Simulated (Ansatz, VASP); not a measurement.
# CaO (Lime) in two plane-wave programs, part 2 of 2

One calculation is typed for both programs; each brings its own data sets. How far apart do they land?  Valence electrons are named where the data sets of a main pair hold unlike numbers.

VASP 6.6.1 and Ansatz 0.2.0.

So far: Starting point; VASP: band structure, r2SCANh with an exact-exchange share of 0.1.

## (3) Ansatz: band structure, r2SCANh with an exact-exchange share of 0.1

Level of this step: Ansatz beside VASP: Kohn-Sham DFT, plane waves, r2SCANh (Ansatz).

Ansatz runs on its default PAW (the set named soft_2) files.

The same cell, functional, mesh and smearing now go to Ansatz, which takes its cutoff from its data sets.

The input, input.yaml:

```yaml
crystal:
  lattice:
    - [0.0, 2.4065, 2.4065]
    - [2.4065, 0.0, 2.4065]
    - [2.4065, 2.4065, 0.0]
  atoms:
    - { symbol: Ca, position: [0.0, 0.0, 0.0] }
    - { symbol: O, position: [0.5, 0.5, 0.5] }
hamiltonian:
  xc: r2scanh
  pseudopotentials: { kind: paw }
kpoints:
  mp_grid: { grid: [5, 5, 5] }
  band_path:
    path:
      - [0.0, 0.0, 0.0]
      - [0.5, 0.0, 0.5]
      - [0.5, 0.2, 0.7]
      - [0.4, 0.35, 0.75]
      - [0.15, 0.15, 0.3]
      - [0.2, 0.2, 0.2]
      - [0.55, 0.4, 0.55]
      - [0.6, 0.25, 0.65]
      - [0.5, 0.25, 0.75]
      - [0.5, 0.5, 0.5]
      - [0.375, 0.375, 0.75]
      - [0.5, 0.0, 0.5]
    npoints: 1
scf:
  occupations: { method: gaussian, width: 0.02 }
  n_extra_bands: 7
output:
  forces: true
  stress: true
  eigenvalues: true
```

Started as:

```
$ ansatz run input.yaml --threads 4 --pin off --max-ram 9216MiB --backend cpu --events-out ev --progress --plain --runs-dir out
```

Numbers of over 12 decimals in the logs are rounded to 6 here.

Output:

```text
Warning: output.stress: scf.convergence.dr2_threshold = 1e-7 eV (the SCF's general default) is looser than the 2e-10 eV advised for a printed stress (1e-10 eV for each atom of the cell: 2). What an SCF threshold leaves in a stress goes as its square root, and in the free energy as the threshold itself, and one threshold admits the most on a small cell: [figures from the program's tests cut] Set scf.convergence.dr2_threshold to 2e-10 eV or tighter. The threshold is an SCF's pass mark: one that does not reach it within its budget of iterations ends unconverged, or closes short of it on a stop that the run arms, and scf.convergence.dr2_threshold's page says what that costs each kind of run
Warning: output.stress: scf.exx.energy_threshold = 1e-6 eV is looser than the 2e-8 eV advised for a stress under a hybrid functional (1e-8 eV for each atom of the cell: 2). Every SCF of the exchange loop can meet its threshold on dr2 while the loop round them stops early: no threshold on dr2 bounds what that leaves in the stress. Set scf.exx.energy_threshold to 2e-8 eV or tighter. The threshold is the loop's pass mark: a loop that does not reach it within its budget of cycles ends unconverged, and scf.exx.energy_threshold's page has the law
scf.n_extra_bands = 7 over 8 filled bands (N_el = 16.0): the run solves 15 bands
Engine: ansatz 0.2.0, aarch64-unknown-linux-gnu
Pseudopotentials: kind: paw
Pseudopotential: Ca, paw, valence charge 10, recommended cutoff 500 eV (meta_gga), Ca.paw.azcp
Pseudopotential: O, paw, valence charge 6, recommended cutoff 500 eV (meta_gga), O.paw.azcp
Functional definition: r2SCANh
  parameter a = 0.1
  parameter k0 = 0.174
  parameter k1 = 0.065
  parameter a1 = 4.9479
  exchange = (1 - a)*r2scan_x(k0 = k0, k1 = k1, a1 = a1) + a*exact_x
  correlation = r2scan_c
Crystal: 2 atoms, lattice volume = 27.873 Å³
Basis set: ecut = 500 eV, 725 PW (Γ), exchange–correlation on 100×100×100 points (64 copies of the dense FFT grid, shifted against one another)
Bands: 15, of which v1, the nominal top of the filled ones, is band 8 counted from 1 (7 counted from 0)
Symmetry: 48 space group operations
Space group: Fm-3m (ITA 225), of the structure as read, at distance tolerance 3.0e-5 Å
k-points: 10 of 125
Non-local potential: Ca, projectors of the file, l = 0: 3, l = 1: 2, l = 2: 2
Non-local potential: O, projectors of the file, l = 0: 2, l = 1: 2, l = 2: 1
PAW form: soft (Blöchl's): semilocal exchange-correlation on the pseudo side does not see the compensation charge
PAW frozen core: Ca, regenerated for the run's functional, and the local potential with it (the file was generated under x = pbe(κ = 0.804, μ = 0.219515), c = pbe(β = 0.066725))
PAW frozen core: O, regenerated for the run's functional, and the local potential with it (the file was generated under x = pbe(κ = 0.804, μ = 0.219515), c = pbe(β = 0.066725))
PAW one-centre angular grid: Ca, 302 points (default); XC on 160 Gauss nodes
PAW one-centre angular grid: O, 302 points (default); XC on 160 Gauss nodes
Initial density: superposition of atomic densities (neutral atoms: chi_scale 0, normalization atom), corrected by the library's trained network
Initial wavefunctions: pseudopotential atomic-orbital guess
Functional: x = r2scan, c = r2scan; τ floored in thin density (d = 2e-4 eV/Å³), warm-up for x = 0.9 r2scan + 0.1 exact, c = r2scan; τ floored in thin density (d = 2e-4 eV/Å³)
SCF iter   1: F=—  HF=-2394.019861 eV  |F-HF|=—  |Δ(HF+E_count)|=         —  Δρ=1.03e-2  dr2=3.62e-2  dr2_τ=5.87e-2  ethr=1.77e-3  ⟨swp⟩=8.6  Hψ=771  notcnv=0
preconditioner: auto → none  [insulator: Δε(μ)=4.652 eV  Ē_g=21.215 eV  σ=0.020 eV  W_gap=1.00  n_scr=8 (ndim 8)  ℏωp=26.3 eV  f_vac=0.000  D(μ)=0.00/eV (n_scr^D=0)]
SCF iter   2: F=—  HF=-2394.095431 eV  |F-HF|=—  |Δ(HF+E_count)|=   7.56e-2  Δρ=8.75e-3  dr2=1.15e-2  dr2_τ=2.98e-3  ethr=2.26e-4  ⟨swp⟩=4.1  Hψ=449  notcnv=0
iter 3 solved again at ethr=5.95e-6 eV; its pass at ethr=7.20e-5 eV (dr2=9.52e-4 eV) is discarded
SCF iter   3: F=-2394.092568 eV  HF=-2394.092918 eV  |F-HF|=3.50e-4  |Δ(HF+E_count)|=   2.51e-3  Δρ=2.38e-3  dr2=9.54e-4  dr2_τ=8.30e-5  ethr=5.95e-6  ⟨swp⟩=2.1  Hψ=604  notcnv=0  defer=1
SCF 1 stopped early in 3 iterations: F = -2394.092568 eV  dr2 = 9.54e-4
  greatest PAW one-centre occupation: 0.995 electrons in one spin orbital (limit 2), on the Ca atom at site 0 (counted from 0), in its partial waves of l = 0
Initial density: handed on by an earlier stage of this run
Initial wavefunctions: those handed on with the density
Functional: x = 0.9 r2scan + 0.1 exact, c = r2scan; τ floored in thin density (d = 2e-4 eV/Å³)
Frozen-core exchange: fock
SCF iter   1: F=—  HF=-2393.829375 eV  |F-HF|=—  |Δ(HF+E_count)|=         —  Δρ=4.57e-3  dr2=8.69e-3  dr2_τ=3.30e-4  ethr=5.96e-5  ⟨swp⟩=5.1  Hψ=507  notcnv=0
preconditioner: auto → none  [insulator: Δε(μ)=5.379 eV  Ē_g=22.387 eV  σ=0.020 eV  W_gap=1.00  n_scr=8 (ndim 8)  ℏωp=26.3 eV  f_vac=0.000  D(μ)=0.00/eV (n_scr^D=0)]
SCF iter   2: F=—  HF=-2393.826892 eV  |F-HF|=—  |Δ(HF+E_count)|=   2.48e-3  Δρ=1.50e-3  dr2=3.38e-4  dr2_τ=3.22e-5  ethr=4.94e-5  ⟨swp⟩=3.2  Hψ=351  notcnv=0
SCF iter   3: F=—  HF=-2393.827128 eV  |F-HF|=—  |Δ(HF+E_count)|=   2.36e-4  Δρ=1.98e-4  dr2=8.41e-6  dr2_τ=8.32e-7  ethr=1.98e-6  ⟨swp⟩=3.2  Hψ=271  notcnv=0
SCF iter   4: F=—  HF=-2393.827129 eV  |F-HF|=—  |Δ(HF+E_count)|=   1.05e-6  Δρ=8.08e-5  dr2=1.07e-6  dr2_τ=1.94e-7  ethr=4.31e-8  ⟨swp⟩=3.0  Hψ=260  notcnv=0
SCF iter   5: F=-2393.827129 eV  HF=-2393.827129 eV  |F-HF|=1.27e-8  |Δ(HF+E_count)|=   3.50e-8  Δρ=1.25e-5  dr2=7.68e-8  dr2_τ=6.02e-9  ethr=6.27e-9  ⟨swp⟩=3.1  Hψ=313  notcnv=0  defer=1
SCF 2 converged in 5 iterations: F = -2393.827129 eV  dr2 = 7.68e-8
hybrid outer 1: dexx = +3.043e-4 eV, tail = 4.34e-7 eV
Frozen-core exchange: fock
SCF iter   1: F=—  HF=-2393.827136 eV  |F-HF|=—  |Δ(HF+E_count)|=         —  Δρ=2.53e-5  dr2=1.26e-7  dr2_τ=1.93e-8  ethr=1.36e-8  ⟨swp⟩=4.6  Hψ=413  notcnv=0
preconditioner: auto → none  [insulator: Δε(μ)=5.274 eV  Ē_g=22.349 eV  σ=0.020 eV  W_gap=1.00  n_scr=8 (ndim 8)  ℏωp=26.3 eV  f_vac=0.000  D(μ)=0.00/eV (n_scr^D=0)]
SCF iter   2: F=-2393.827136 eV  HF=-2393.827136 eV  |F-HF|=3.20e-9  |Δ(HF+E_count)|=   1.50e-8  Δρ=6.62e-6  dr2=2.75e-9  dr2_τ=1.60e-9  ethr=7.84e-10  ⟨swp⟩=2.8  Hψ=254  notcnv=0
SCF 3 converged in 2 iterations: F = -2393.827136 eV  dr2 = 2.75e-9
  Residual-converged pass: ⟨swp⟩=3.2  Hψ=298  notcnv=0  max |occ|·‖R‖ = 2.2e-6 eV (tolerance 2.4e-6 eV)  dr2=2.70e-9  dr2_τ=1.60e-9  dr2_onsite=5.21e-10  max |Δocc| = 0.0e0
hybrid outer 2: dexx = +3.148e-9 eV, tail = 9.80e-9 eV, Δε = 3.13e-4 eV (about 5.85e-5 eV left of the loop's levels)
NSCF: frozen V_eff on 12 k-points
hybrid SCF converged: 2 outer / 7 inner (+3 warm-up), last move |dexx| = 3.15e-9 eV, tail = 9.80e-9 eV
Stability not checked: this state was not tested for a lower state beside it, because the functional holds exact exchange (a hybrid, or Hartree-Fock), whose exchange loop this test does not read (fock_operator; see scf.lower_state_search)
Free energy (F): -2393.827136 eV
Frozen-core exchange: fock
Harris-Foulkes:  -2393.827136 eV  (|F-HF|=3.20e-9)
Internal energy: -2393.827136 eV  (E = F + TS)
E sigma→0 (E₀):  -2393.827136 eV
Fermi energy:    9.410385 eV
--- Per-component energies (eV) ---
  E_band       = -128.795213
  E_kinetic    = 457.005136
  E_local      = -892.855444  (includes V_loc(G=0)·N_el)
  E_nonlocal   = 110.005508
  E_hartree    = 296.392107
  E_xc         = -192.782980
  E_vxc        = -273.175733  (∫ρ·V_xc dr)
  E_exx        = -21.985162  (= α·E_x^exact, valence–valence)
  E_paw        = -1020.939364  (= ΣΔE_a)
  E_vpaw       = -94.603644  (= ΣTr[D̂ρ^β])
  E_aug_tail   = 0.000907  (compensation charges beyond the density's cutoff)
  E_vtau       = 16.014074  (kinetic-family band-sum trace: ∫τ·v_τ [+ j·A + Jᵃ·Aᵃ] dr)
  E_ewald      = -1128.379897
  E_core_change = -0.287947  (= ΣΔE_core)
  E_smearing   = -0.000000  (= −TS)
  E_closure    = 0.000001  (closes the sum)
  Σ components = -2393.827136   (vs F -2393.827136, Δ=0.00e0)
--- Forces (eV/Å), atoms counted from 1 ---
  atom   1  Ca    -0.00000000     0.00000000    -0.00000000
  atom   2  O      0.00000000     0.00000000     0.00000000
  max |Σ_I F_I| component: 1.53e-29 eV/Å
--- Stress (GPa, compression-positive) ---
       -1.752851       0.000000      -0.000000
        0.000000      -1.752851       0.000000
       -0.000000      -0.000000      -1.752851
  P = ⅓ Tr σ = -1.7529 GPa (-17.529 kbar)
--- Band table (eV; the first three rows and the last of 10) ---
  k-point 0: bands = [... 4 lower, -10.1654, 6.7733, 6.7733, 6.7733, 12.9583, 14.6196, 14.6196, 14.6196, ... 3 higher]
  k-point 1: bands = [... 4 lower, -9.6076, 5.6472, 6.3042, 6.3042, 14.4131, 14.6593, 15.2997, 15.2997, ... 3 higher]
  k-point 2: bands = [... 4 lower, -8.9426, 4.2931, 5.6617, 5.6617, 15.1939, 16.5494, 16.6304, 16.6304, ... 3 higher]
  k-point 9: bands = [... 4 lower, -9.4051, 5.1310, 5.7072, 5.8551, 13.9457, 15.6393, 17.0347, 17.7848, ... 3 higher]
```

Wall time 11 s (4 threads of Arm Neoverse V1, shared host); peak memory 0.64 GiB; 39 s of CPU time.

The column dr2 measures how far the density is from self-consistency, as an energy; F and HF (Harris–Foulkes) agree once it is small.

## (4) Comparison

Known differences besides the potentials themselves: exact exchange at q = 0 is treated differently, which shows on coarse meshes; VASP keeps PBE cores, Ansatz makes them for the functional; the cutoff is 500 eV in Ansatz and 520 eV in VASP; VASP takes a coarser grid for exact exchange (PRECFOCK = Fast); in our runs with r2SCAN, forces from VASP's data set Ca_sv part from Ansatz's all-electron ones, so neither program is the reference here. Total energies have different zeros and are not compared.

Compared:

| quantity | Ansatz | VASP | difference |
| --- | --- | --- | --- |
| gap over the path points (eV) | 5.082 | 5.070 | +0.012 |

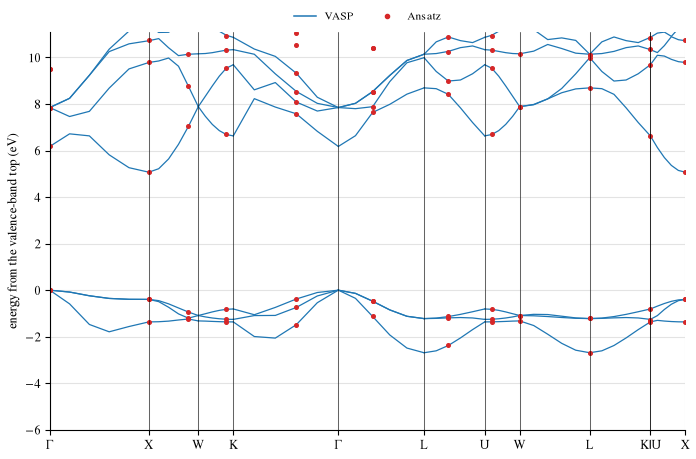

Bands from VASP (lines) and levels from Ansatz (dots). Dots without a line are higher empty bands that the VASP plot leaves out.

Levels at points of the path, from each program's valence-band top (eV; 3 filled, then empty):

| k (reciprocal lattice) | Ansatz | VASP |
| --- | --- | --- |
| 0.000 0.000 0.000 | 0.00 0.00 0.00 6.18 7.85 7.85 | 0.00 0.00 0.00 6.18 7.85 7.85 |
| 0.500 0.000 0.500 | -1.37 -0.40 -0.40 5.08 9.80 10.73 | -1.36 -0.40 -0.40 5.07 9.78 10.72 |
| 0.500 0.200 0.700 | -1.23 -1.21 -0.94 7.04 8.76 10.15 | -1.24 -1.20 -0.94 7.04 8.76 10.14 |
| 0.400 0.350 0.750 | -1.36 -1.25 -0.82 6.69 9.53 10.32 | -1.36 -1.25 -0.82 6.69 9.54 10.31 |
| 0.150 0.150 0.300 | -1.48 -0.73 -0.38 7.58 8.09 8.53 | -1.48 -0.74 -0.38 7.58 8.08 8.54 |
| 0.200 0.200 0.200 | -1.13 -0.47 -0.47 7.64 7.89 8.53 | -1.13 -0.47 -0.47 7.64 7.88 8.53 |
| 0.550 0.400 0.550 | -2.37 -1.18 -1.12 8.41 8.98 10.25 | -2.38 -1.19 -1.14 8.42 8.99 10.26 |
| 0.600 0.250 0.650 | -1.36 -1.25 -0.82 6.69 9.53 10.32 | -1.36 -1.25 -0.82 6.69 9.54 10.31 |
| 0.500 0.250 0.750 | -1.31 -1.09 -1.09 7.88 7.88 10.17 | -1.32 -1.09 -1.09 7.89 7.89 10.16 |
| 0.500 0.500 0.500 | -2.68 -1.21 -1.21 8.69 9.99 10.12 | -2.69 -1.22 -1.22 8.69 9.99 10.14 |

Among the levels compared at these points, filled levels agree within 12 meV and empty ones within 16 meV.

## (5) Outcome

```
largest difference of a filled level at the path points (band structure, r2SCANh with an exact-exchange share of 0.1) : 12 meV
```

In words: The largest difference of a filled level at the path points is 12 meV (band structure, r2SCANh with an exact-exchange share of 0.1), within the 80 meV picked in this series as the mark of a large difference. Such differences can come from data sets, numerical settings and the points named under the comparisons, not from the functional's error against experiment.

[Lines on the potential files, build, host, timing and source positions are cut from VASP's logs without a mark.]

[Logs are printed without paths, hosts, clocks, repeated set-up lines and the standing remarks that a program may print on its own settings, such as how far it seeks lower states.]

[Hosts, paths, dates, database ids (printed as entryN), source tags and the programs' standing remarks are cut or masked in the printed files.]
